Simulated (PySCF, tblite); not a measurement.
**C4H11ClOSi2: geometry, infrared bands and NMR shifts**

Wanted: the infrared bands and NMR shifts of C4H11ClOSi2 (`O=C(CC[SiH3])[SiH2]CCl`), by calculation.

The runs use tblite 0.8.0 and PySCF 2.14.0, with density-fitted response routines of our own; the level of theory stands in each step. All values are computed, except where a source is named. Atoms count from 0, in the outputs and in this text.

## (1) Starting geometry

19 atoms, charge 0, multiplicity 1; geometry from: force field or distance geometry start.

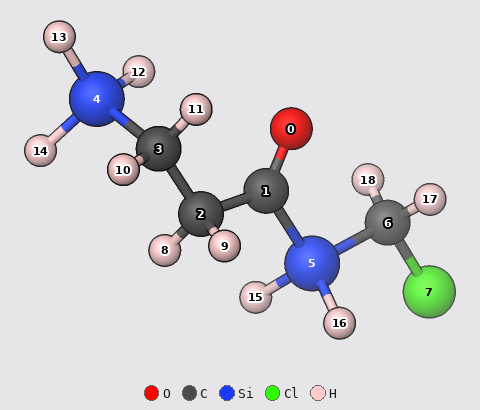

As it starts; oxygen red, carbon dark grey, silicon blue, chlorine green, hydrogen pink, atoms numbered.

## (2) Optimising the geometry with GFN2-xTB

The job: settings as JSON, then the geometry in Å.

```
{"job": {"kind": "relax", "xc": "GFN2-xTB", "basis": "xTB"}, "charge": 0, "multiplicity": 1}
O     -0.252800     1.469100    -0.098900
C     -0.335000     0.277500    -0.344700
C      0.827000    -0.598400    -0.804700
C      2.186500     0.079800    -0.645600
Si     2.854100     0.151000     1.117500
Si    -2.037100    -0.532300    -0.135600
C     -3.268400     0.700300     0.463500
Cl    -4.847800    -0.089700     0.652700
H      0.797600    -1.559600    -0.280800
H      0.649300    -0.789600    -1.870900
H      2.912300    -0.489000    -1.238400
H      2.157700     1.084400    -1.048100
H      1.903200     0.843600     2.030200
H      4.175000     0.839600     1.126200
H      3.031900    -1.223500     1.617600
H     -1.919900    -1.675700     0.828000
H     -2.452000    -1.113400    -1.435600
H     -3.395900     1.521400    -0.233800
H     -2.995600     1.113700     1.447700
```

Started as:

```bash
$ OMP_NUM_THREADS=1 python probes_run.py task.json out
```

The driver reads the jobs from task.json and runs them one after another.

The program printed:

```text
step      E/eV     max force
  0    -713.09311    2.147
  1    -713.18040    0.819
  2    -713.20308    0.709
  3    -713.21376    0.287
  4    -713.21988    0.222
  5    -713.22457    0.103
  6    -713.22595    0.095
  7    -713.22739    0.070
  8    -713.22807    0.062
  9    -713.22874    0.048
 10    -713.22935    0.065
 11    -713.23010    0.071
 12    -713.23092    0.072
 13    -713.23171    0.067
 14    -713.23235    0.050
 15    -713.23288    0.053
 16    -713.23348    0.057
 17    -713.23430    0.104
 18    -713.23528    0.116
 19    -713.23615    0.076
 20    -713.23678    0.058
 21    -713.23729    0.050
 22    -713.23778    0.066
 23    -713.23820    0.053
 24    -713.23851    0.037
 25    -713.23875    0.042
 26    -713.23904    0.057
 27    -713.23938    0.068
 28    -713.23967    0.049
 29    -713.23991    0.037
 30    -713.24015    0.039
 31    -713.24048    0.059
 32    -713.24086    0.067
 33    -713.24118    0.044
 34    -713.24140    0.035
 35    -713.24160    0.043
 36    -713.24188    0.044
 37    -713.24219    0.039
 38    -713.24242    0.034
 39    -713.24258    0.037
 40    -713.24276    0.035
 41    -713.24304    0.044
 42    -713.24338    0.046
 43    -713.24368    0.035
 44    -713.24384    0.030
 45    -713.24394    0.025
 46    -713.24406    0.025
 47    -713.24423    0.031
 48    -713.24445    0.030
 49    -713.24463    0.027
 50    -713.24475    0.022
 51    -713.24481    0.019
 52    -713.24485    0.026
 53    -713.24490    0.024
 54    -713.24497    0.022
 55    -713.24501    0.018
 56    -713.24504    0.017
 57    -713.24507    0.014
 58    -713.24511    0.015
 59    -713.24514    0.012
 60    -713.24516    0.013
 61    -713.24519    0.013
 62    -713.24522    0.016
 63    -713.24526    0.016
 64    -713.24530    0.014
 65    -713.24533    0.015
 66    -713.24536    0.013
 67    -713.24539    0.015
 68    -713.24542    0.011
 69    -713.24546    0.024
 70    -713.24551    0.035
 71    -713.24560    0.040
 72    -713.24570    0.032
 73    -713.24581    0.026
 74    -713.24591    0.024
 75    -713.24602    0.034
 76    -713.24615    0.036
 77    -713.24627    0.024
 78    -713.24636    0.026
 79    -713.24643    0.024
 80    -713.24653    0.030
 81    -713.24664    0.031
 82    -713.24673    0.026
 83    -713.24679    0.017
 84    -713.24683    0.018
 85    -713.24688    0.021
 86    -713.24694    0.030
 87    -713.24701    0.033
 88    -713.24708    0.034
 89    -713.24717    0.034
 90    -713.24728    0.032
 91    -713.24740    0.028
 92    -713.24747    0.022
 93    -713.24753    0.024
 94    -713.24760    0.035
 95    -713.24768    0.042
 96    -713.24775    0.038
 97    -713.24782    0.021
 98    -713.24789    0.025
 99    -713.24802    0.029
100    -713.24815    0.057
101    -713.24837    0.033
102    -713.24853    0.101
103    -713.24907    0.146
104    -713.24995    0.140
105    -713.25218    0.336
106    -713.24802    0.405
107    -713.25679    0.365
108    -713.25716    0.514
109    -713.26271    0.328
110    -713.25653    1.147
111    -713.26887    0.128
112    -713.27284    0.178
113    -713.27982    0.998
114    -713.28579    0.345
115    -713.29141    0.139
116    -713.29719    0.247
117    -713.29959    0.082
118    -713.30103    0.145
119    -713.30201    0.094
120    -713.30306    0.077
121    -713.30482    0.125
122    -713.30667    0.151
123    -713.30920    0.140
124    -713.31083    0.078
125    -713.31193    0.070
126    -713.31257    0.086
127    -713.31318    0.074
128    -713.31397    0.105
129    -713.31496    0.064
130    -713.31611    0.090
131    -713.31731    0.094
132    -713.31902    0.147
133    -713.32121    0.162
134    -713.32350    0.132
135    -713.32514    0.095
136    -713.32608    0.071
137    -713.32679    0.083
138    -713.32759    0.092
139    -713.32867    0.101
140    -713.32981    0.092
141    -713.33079    0.084
142    -713.33155    0.057
143    -713.33210    0.051
144    -713.33243    0.036
145    -713.33268    0.031
146    -713.33294    0.047
147    -713.33324    0.059
148    -713.33351    0.045
149    -713.33369    0.036
150    -713.33381    0.031
151    -713.33394    0.034
152    -713.33406    0.037
153    -713.33416    0.023
154    -713.33422    0.020
155    -713.33426    0.015
156    -713.33431    0.016
157    -713.33435    0.015
158    -713.33438    0.010
159    -713.33440    0.010
```

Run time: 2.6 s. Hardware: 1 thread of Arm Neoverse N1, shared host; peak memory 0.18 GiB.

Along the way: (not every step is listed)

```
step  energy from step 0 (eV)  largest force (eV/Å)
   0                   0.0000                2.1470
   1                  -0.0873                0.8187
   2                  -0.1100                0.7087
   3                  -0.1206                0.2870
   4                  -0.1268                0.2218
   5                  -0.1315                0.1034
   6                  -0.1328                0.0951
   7                  -0.1343                0.0697
   8                  -0.1350                0.0616
  22                  -0.1447                0.0659
  36                  -0.1488                0.0437
  50                  -0.1516                0.0225
  64                  -0.1522                0.0141
  78                  -0.1532                0.0261
  92                  -0.1544                0.0219
 106                  -0.1549                0.4045
 120                  -0.2099                0.0769
 134                  -0.2304                0.1322
 148                  -0.2404                0.0452
 154                  -0.2411                0.0195
 155                  -0.2411                0.0151
 156                  -0.2412                0.0158
 157                  -0.2412                0.0149
 158                  -0.2413                0.0097
 159                  -0.2413                0.0100
```

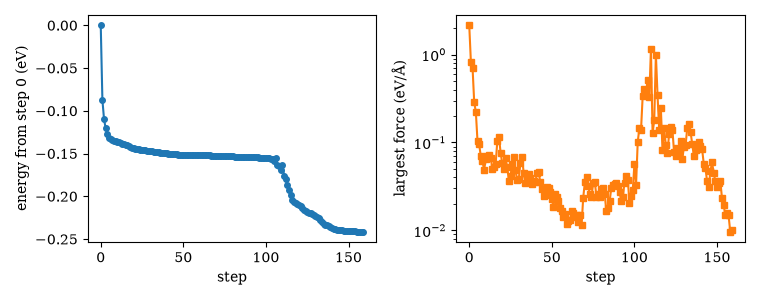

Energy and force, step by step.

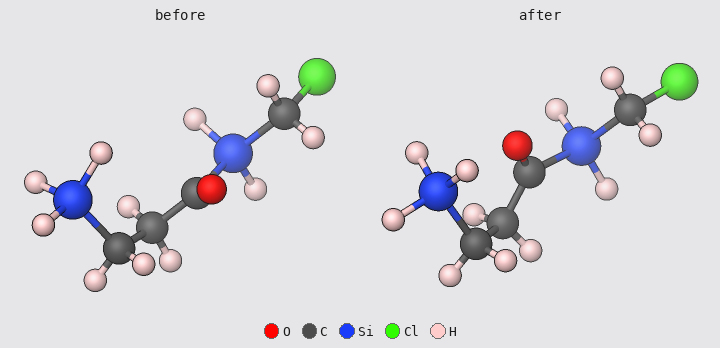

Before and after, at one scale.

Close pairs (by a distance rule), those that changed most:

```
   bond  before (Å)  after (Å)  change (Å)
 Si5–C6       1.842      1.907      +0.065
Si5–H15       1.500      1.462      -0.038
Si4–H12       1.489      1.457      -0.032
 C1–Si5       1.896      1.928      +0.032
  C1–C2       1.526      1.498      -0.029
 C3–Si4       1.887      1.914      +0.028
Si5–H16       1.483      1.463      -0.020
 C6–H18       1.102      1.088      -0.013
```

The next job starts from the end point, and lists it.

## (3) Vibrational analysis with GFN2-xTB

The job: settings as JSON, then the geometry in Å.

```
{"job": {"kind": "ir", "xc": "GFN2-xTB", "basis": "xTB"}, "charge": 0, "multiplicity": 1}
O      0.078776     0.434520     1.055294
C     -0.210771    -0.233472     0.084711
C      0.845198    -0.688174    -0.874984
C      2.108883     0.149961    -0.757794
Si     2.624592     0.480606     1.055965
Si    -2.050362    -0.759776    -0.155275
C     -3.078469     0.720758     0.467476
Cl    -4.816792     0.321018     0.350169
H      1.053173    -1.728887    -0.602249
H      0.436911    -0.699780    -1.888953
H      2.914639    -0.350144    -1.293030
H      1.943396     1.103708    -1.260211
H      2.207938     1.788882     1.542474
H      4.100684     0.504760     1.008948
H      2.272659    -0.653852     1.909380
H     -2.308208    -1.932016     0.679229
H     -2.326000    -1.028066    -1.566877
H     -2.929195     1.625393    -0.119507
H     -2.876855     0.953813     1.511412
```

The program printed:

```text
mode    cm-1     km/mol
  1     -16.6      0.73
  2      35.4      1.41
  3      43.1      3.16
  4      74.9      1.95
  5     112.4     17.28
  6     149.1      2.36
  7     186.5      6.34
  8     219.6     15.34
  9     297.4      0.38
 10     329.0     18.74
 11     387.9      5.57
 12     434.7     54.32
 13     470.5     34.13
 14     547.6     61.76
 15     559.3     21.58
 16     584.9     66.05
 17     670.5     18.60
 18     681.7    213.39
 19     691.5    119.25
 20     696.8     66.98
 21     734.4     21.69
 22     742.9    264.89
 23     752.8    179.48
 24     767.0     95.85
 25     830.2     61.53
 26     848.0    348.06
 27     875.5    125.49
 28     903.4     31.61
 29    1015.0      9.19
 30    1068.0      5.48
 31    1078.1      5.94
 32    1099.5      8.62
 33    1181.7      0.48
 34    1183.9     12.09
 35    1269.7     17.08
 36    1312.9     12.50
 37    1418.2      7.15
 38    1435.8      9.99
 39    1490.0      1.01
 40    1701.7    163.10
 41    2151.4    529.19
 42    2257.5    205.37
 43    2276.2    282.69
 44    2286.0    141.44
 45    2314.3    300.00
 46    2924.8     13.10
 47    2954.3     37.87
 48    2985.1      3.02
 49    2986.3     51.02
 50    2989.9      2.85
 51    3006.0     39.77
```

It took 1.6 s on 1 thread of Arm Neoverse N1, shared host; peak memory 0.18 GiB.

Which atoms move in the most intense modes:

```
cm⁻¹  km/mol                                  atoms
 682   213.4  C3 26 %, H16 17 %, H15 14 %, Si4 13 %
 743   264.9           H12 33 %, H14 32 %, Si4 10 %
 753   179.5                     H16 42 %, H15 39 %
 848   348.1           H14 35 %, H13 32 %, H12 25 %
2151   529.2                               H13 95 %
2258   205.4                               H14 93 %
2276   282.7                               H16 91 %
2314   300.0                               H12 94 %
```

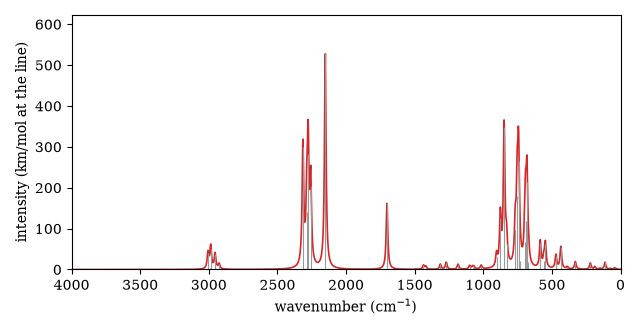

The infrared spectrum from these modes, unscaled. Lines are broadened to a width of 14 cm⁻¹ (Lorentzian).

## (4) Nuclear shieldings: PBE0/pcSseg-1

Same as in step 3 but for these lines:

```diff
@@ -1,2 +1,2 @@
-{"job": {"kind": "ir", "xc": "GFN2-xTB", "basis": "xTB"}, "charge": 0, "multiplicity": 1}
+{"job": {"kind": "nmr", "xc": "PBE0", "basis": "pcSseg-1"}, "charge": 0, "multiplicity": 1}
 O      0.078776     0.434520     1.055294
```

Method: GIAO PBE0/pcSseg-1 NMR shielding, non-relativistic, gas phase.

The program printed:

```text
coarse grid: 17128 points
cycle   1  E = -1272.5223845974  dE =  6.805e-01  |g| = 7.497e-01  |ddm| = 3.877e+00
cycle   2  E = -1272.1342083414  dE =  3.882e-01  |g| = 1.587e+00  |ddm| = 1.985e+00
cycle   3  E = -1272.6348565812  dE = -5.006e-01  |g| = 1.568e-01  |ddm| = 1.543e+00
cycle   4  E = -1272.6395724494  dE = -4.716e-03  |g| = 7.025e-02  |ddm| = 1.993e-01
cycle   5  E = -1272.6407197463  dE = -1.147e-03  |g| = 1.285e-02  |ddm| = 7.172e-02
cycle   6  E = -1272.6407572942  dE = -3.755e-05  |g| = 3.508e-03  |ddm| = 1.411e-02
cycle   7  E = -1272.6407597893  dE = -2.495e-06  |g| = 1.236e-03  |ddm| = 3.712e-03
final grid: 150736 points
cycle   8  E = -1272.6962611627  dE = -1.954e-05  |g| = 1.224e-02  |ddm| = 2.308e-02
cycle   9  E = -1272.6961893381  dE =  7.182e-05  |g| = 2.275e-02  |ddm| = 2.409e-02
cycle  10  E = -1272.6962899224  dE = -1.006e-04  |g| = 2.764e-03  |ddm| = 1.711e-02
cycle  11  E = -1272.6962914866  dE = -1.564e-06  |g| = 4.535e-04  |ddm| = 2.411e-03
cycle  12  E = -1272.6962915307  dE = -4.407e-08  |g| = 9.784e-05  |ddm| = 4.665e-04
cycle  13  E = -1272.6962915328  dE = -2.077e-09  |g| = 3.104e-05  |ddm| = 1.237e-04
cycle  14  E = -1272.6962915330  dE = -2.324e-10  |g| = 8.236e-06  |ddm| = 3.290e-05
converged SCF energy = -1272.6962915330

GIAO shielding tensors (ppm)
atom      isotropic    diamagn.    paramagn.     s11        s22        s33       span
  0 O     -447.911     405.206    -853.117  -1221.920   -485.101    363.289   1585.210
  1 C      -66.362     256.705    -323.067   -182.592   -113.635     97.143    279.734
  2 C      134.670     255.361    -120.691    102.268    130.865    170.877     68.610
  3 C      184.512     250.534     -66.021    177.949    182.370    193.218     15.270
  4 Si     423.819     877.886    -454.067    393.926    405.950    471.581     77.655
  5 Si     406.780     881.437    -474.657    361.336    409.255    449.749     88.414
  6 C      158.423     250.565     -92.142    134.620    141.944    198.703     64.083
  7 Cl     940.482    1142.107    -201.625    825.154    886.457   1109.836    284.683
  8 H       29.287      32.199      -2.912     25.718     29.143     32.998      7.280
  9 H       28.179      33.171      -4.992     23.897     27.239     33.399      9.502
 10 H       31.097      29.340       1.757     25.792     29.001     38.498     12.706
 11 H       31.195      31.262      -0.067     26.450     29.283     37.851     11.400
 12 H       27.131      29.258      -2.127     23.622     25.869     31.901      8.279
 13 H       27.767      27.969      -0.203     23.714     25.910     33.676      9.961
 14 H       28.030      29.370      -1.340     25.104     27.154     31.831      6.727
 15 H       27.419      29.307      -1.889     24.467     26.558     31.231      6.764
 16 H       27.311      29.671      -2.360     23.523     27.059     31.350      7.827
 17 H       28.665      30.355      -1.690     22.771     28.373     34.852     12.080
 18 H       28.248      30.088      -1.840     21.538     27.661     35.546     14.008
```

It took 87 s on 1 thread of Arm Neoverse N1, shared host; peak memory 0.96 GiB.

The references, computed at this level on geometries of the same kind, shield at (ppm): 1H TMS 31.72, 13C TMS 186.9, 29Si TMS 349.2, 17O H2O 336.1, 35Cl HCl 950. Their shielding less the atom's gives the shift. The references are single molecules in the gas phase, so shifts against H2O, NH3, PH3, H3PO4 or CFCl3 are not on the usual liquid scales and can be off by tens of ppm. Atoms listed in one row are averaged.

```
        atoms                                 environment  σ (ppm)  δ (ppm)  δ scaled to CDCl3
           C1                             carbonyl carbon    -66.4    253.3              245.3
           C2                     sp3 CH2 α to a carbonyl    134.7     52.3               49.1
           C6                 sp3 CH2 bonded to Cl and Si    158.4     28.5               25.9
           C3                        sp3 CH2 bonded to Si    184.5      2.4                0.4
     H15, H16         hydrogen on a silicon bonded to 2 C    27.36     4.35                  –
H12, H13, H14           hydrogen on a silicon bonded to C    27.64     4.07                  –
     H17, H18  hydrogen on an sp3 CH2 bonded to Cl and Si    28.46     3.26               3.18
       H8, H9      hydrogen on an sp3 CH2 α to a carbonyl    28.73     2.98               2.92
     H10, H11         hydrogen on an sp3 CH2 bonded to Si    31.15     0.57               0.64
           O0                             carbonyl oxygen   -447.9    784.0                  –
          Si5                  silicon bonded to 2 C, 2 H    406.8    -57.6                  –
          Si4                    silicon bonded to C, 3 H    423.8    -74.7                  –
          Cl7                        chlorine bonded to C      940        9                  –
```

The scaled column applies a straight-line fit of computed shieldings to shifts measured in CDCl3, with any fitted terms for Cl, Br or S neighbours (root-mean-square error 0.16 ppm for H, 1.9 ppm for C).

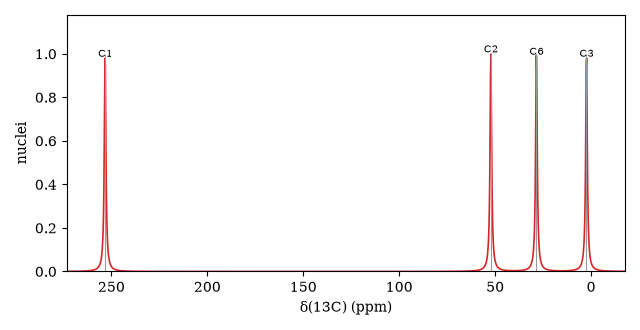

13C lines at the computed shifts, without couplings. Lines are broadened to a width of 1 ppm (Lorentzian).

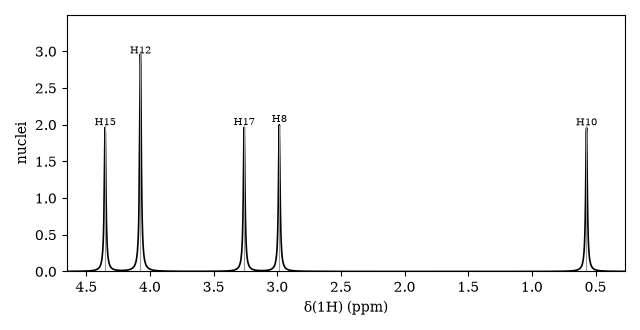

1H lines at the computed shifts, without couplings. Lines are broadened to a width of 0.02 ppm (Lorentzian).

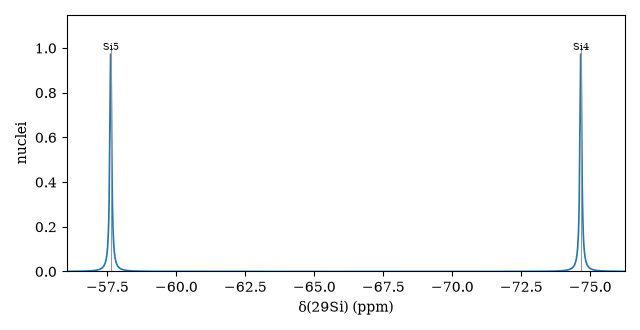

29Si lines at the computed shifts, without couplings. Lines are broadened to a width of 0.08 ppm (Lorentzian).

The run also stored atomic charges by several schemes (e):

```
atoms  Mulliken    IAO  Hirshfeld  ESP fit
   O0     -0.38  -0.38      -0.16    -0.44
   C1      0.00   0.14       0.10     0.40
   C2     -0.23  -0.30      -0.08    -0.06
   C3     -0.52  -0.54      -0.16    -0.15
  Si4      0.54   0.61       0.27     0.41
  Si5      0.69   0.71       0.33     0.32
   C6     -0.50  -0.52      -0.12    -0.30
  Cl7     -0.16  -0.10      -0.07    -0.14
```

ESP fit charges:

O0 -0.44; C1 0.40; C2 -0.06; C3 -0.15; Si4 0.41; Si5 0.32; C6 -0.30; Cl7 -0.14; H8 0.05; H9 0.02; H10 0.05; H11 0.05; H12 -0.10; H13 -0.18; H14 -0.10; H15 -0.07; H16 -0.08; H17 0.16; H18 0.17

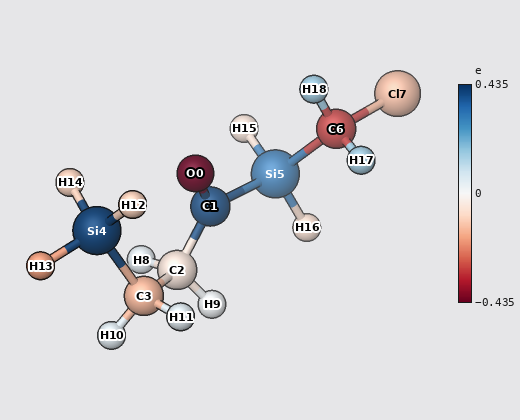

ESP fit charges, as colours on the atoms.

Mayer bond orders: O0–C1 1.85, C1–C2 0.96, C2–C3 1.05, C3–Si4 0.87, C1–Si5 0.80, Si5–C6 0.88, C6–Cl7 0.96.

The fields below are evaluated on a grid from the run's orbitals.

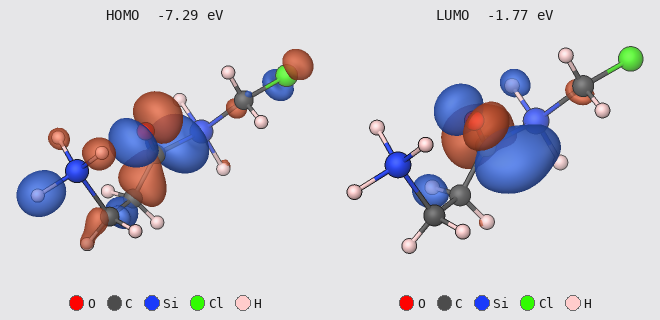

Frontier orbitals at PBE0/pcSseg-1; each surface holds 70 % of the orbital's density, blue and red mark the sign.

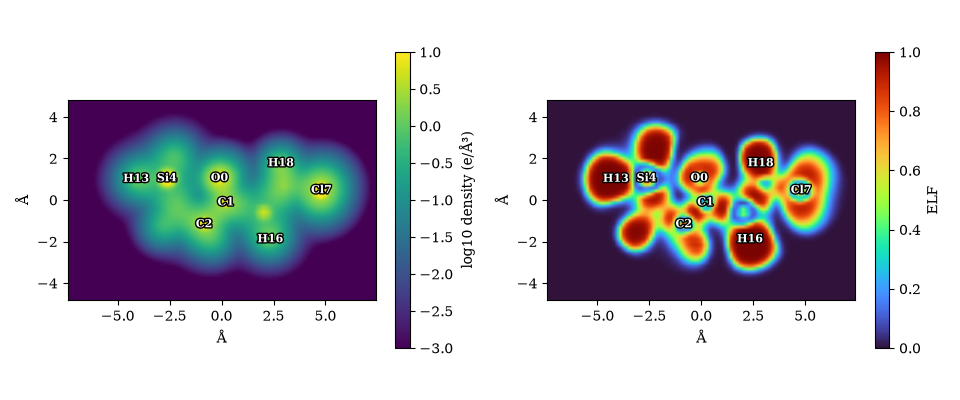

Density (left) and ELF (right) in a plane through or near 8 of the atoms.

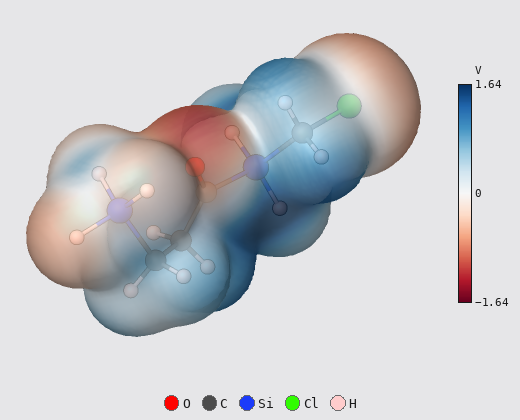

The potential that a unit positive charge feels on the 0.002 e/bohr³ surface, from the 1st to the 99th percentile, from -1.02 V near O0 to 1.64 V near H8.

## (5) Results

```
                                                              quantity                             value
                             strongest single infrared mode (GFN2-xTB)             2151 cm⁻¹, 529 km/mol
                                          zero-point energy (GFN2-xTB)                     82.9 kcal/mol
                                13C shifts against TMS (PBE0/pcSseg-1)        253.3, 52.3, 28.5, 2.4 ppm
1H shifts against TMS (PBE0/pcSseg-1, means over atoms taken as alike)  4.35, 4.07, 3.26, 2.98, 0.57 ppm
                                17O shifts against H2O (PBE0/pcSseg-1)                         784.0 ppm
                               29Si shifts against TMS (PBE0/pcSseg-1)                  -57.6, -74.7 ppm
                               35Cl shifts against HCl (PBE0/pcSseg-1)                             9 ppm
                                 surface potential, 1st and 99th percentile                -1.02 V and 1.64 V
```

Over 159 steps the energy fell by 0.241 eV; of the close pairs, Si5–C6 changed most, 1.842 to 1.907 Å. The lowest mode is slightly imaginary (17i cm⁻¹), a soft motion within the noise of the Hessian, so the minimum is not strictly shown. The strongest single mode, at 2151 cm⁻¹, moves mainly H13. GFN2-xTB is a fitted tight-binding method: band positions and strengths are rough. Its intensities can rank the bands wrongly. At PBE0/pcSseg-1: The largest span, 1585 ppm, is at O0, where the paramagnetic term is -853 ppm. At PBE0/pcSseg-1, counted by nearest atom on the grid, the HOMO lies on O0 38 %; C1 13 %, the LUMO on C1 43 %; O0 27 %.
